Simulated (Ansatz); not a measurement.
System: Sc₃RhAu.

Input file:

```
crystal:
  lattice:
    - [5.0507349813, 0.0, 0.0]
    - [0.0, 5.0507349813, 0.0]
    - [0.0, 0.0, 5.0507349813]
  atoms:
    - { symbol: Sc, position: [0.5, 0.5, 0.0] }
    - { symbol: Sc, position: [0.0, 0.5, 0.5] }
    - { symbol: Sc, position: [0.5, 0.0, 0.5] }
    - { symbol: Rh, position: [0.0, 0.0, 0.0] }
    - { symbol: Au, position: [0.5, 0.5, 0.5] }
basis:
  ecutwfc: 420
kpoints:
  mp_grid: { grid: [8, 8, 8] }
hamiltonian:
  xc: pbe
scf:
  occupations: { method: gaussian, width: 0.1 }
output:
  forces: true
  stress: true
  eigenvalues: true
  write_density: true
  write_potential: true
  elf: true
  volumetric_format: npy
relax:
  adjacent_minimum: "off"
  f_tol: 0.01
  max_steps: 80
  cell: { stress_tol: 0.05 }
```

Launched as:

```sh
ansatz run input.yaml --threads 1 --pin off --max-ram 2048MiB --backend cpu --events-out ev --progress --plain --runs-dir out
```

Below, planes, directions and counts refer to the conventional cell (a = 5.06 Å, b = 5.06 Å, c = 5.06 Å, α = 90.00°, β = 90.00°, γ = 90.00°).

The fields are those of the relaxed geometry.

Space group Pm-3m; a structure generated by program, which may or may not match a known phase; computed without spin polarisation.

Theory: DFT PBE, scalar-relativistic, plane waves, PAW (Ansatz 0.2.0).

What can the converged valence pseudo-density and electron localisation function tell about the bonding?

Sc–Au (2.53 Å): ρ is about 0.45 e/Å³ halfway; the ELF is about 0.30 at the midpoint; no localised pair shows between them.
Sc–Rh (3.58 Å): the density is about 0.09 e/Å³ at the midpoint; the ELF is about 0.30 at the midpoint; no shared electron pair shows on this line.

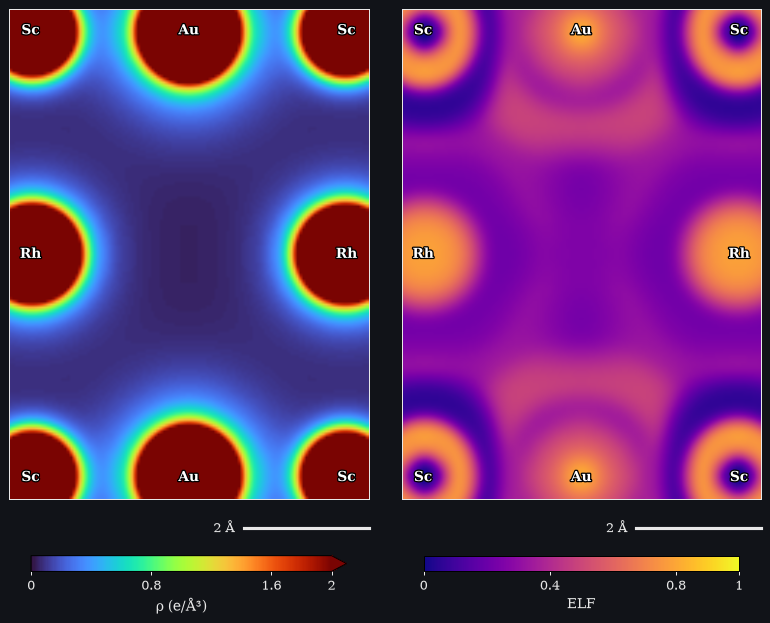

Computed valence pseudo-density and electron localisation function on the (011) plane of the conventional cell, in this order. 

In a PAW calculation such maps are meaningful between the atoms, not at the nuclei.
